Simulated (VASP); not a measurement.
Band structure of BaTiO3 (tetragonal perovskite). All values below come from PBE GGA with D4 dispersion, VASP's PBE PAW potentials (set 64) (plane waves; VASP).

Unless said otherwise, spin-orbit coupling is left out, though it shifts the bands of the heavy elements here.

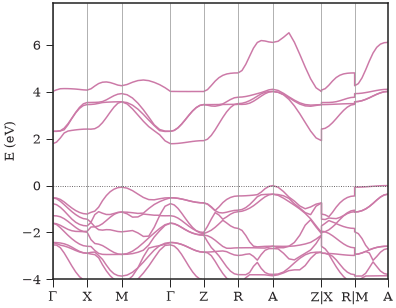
Figure: Bands along high-symmetry lines, zero at the valence-band maximum or, without a gap, the Fermi level

Q: Read the plot: is there a gap, and where are the band edges?

A: The gap is indirect, 1.79 eV, from the valence maximum at A to the conduction minimum at Γ. (Edges off the drawn lines would not show.)

The compound is BaTiO3 in the tetragonal perovskite structure. It was relaxed first.
